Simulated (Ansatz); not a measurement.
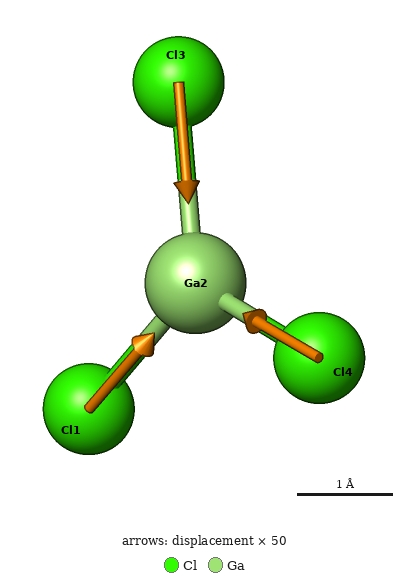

A relaxation of GaCl3. The starting structure is drawn; orange arrows show the displacements, 50 times their true length. The two geometries are superimposed by the best rigid fit.

The picture is a ball-and-stick view, seen from a free direction.

The start comes from PBE-D4/def2-SVP.

These are results of Ansatz, RKS PBE0-D4/def2-TZVP, not measurements. (force threshold 0.005 eV/Å; at most 150 steps)

Atoms of which element are displaced furthest, and by how much?

Answer. Chlorine: up to 0.026 Å, against 0.000 Å for gallium.

Describe the change and its energy.

Answer. The largest moves after the best rigid fit, 0.026 Å, are those of Cl1, Cl3 and Cl4. Ga stays in place. Near-neighbour distances that change, for instance: Cl1–Ga2 2.138 → 2.112 Å. Over 2 geometry steps the energy falls by 1.81 kJ/mol. Largest force component: 0.44 eV/Å at the start, 0.0021 eV/Å at the end.
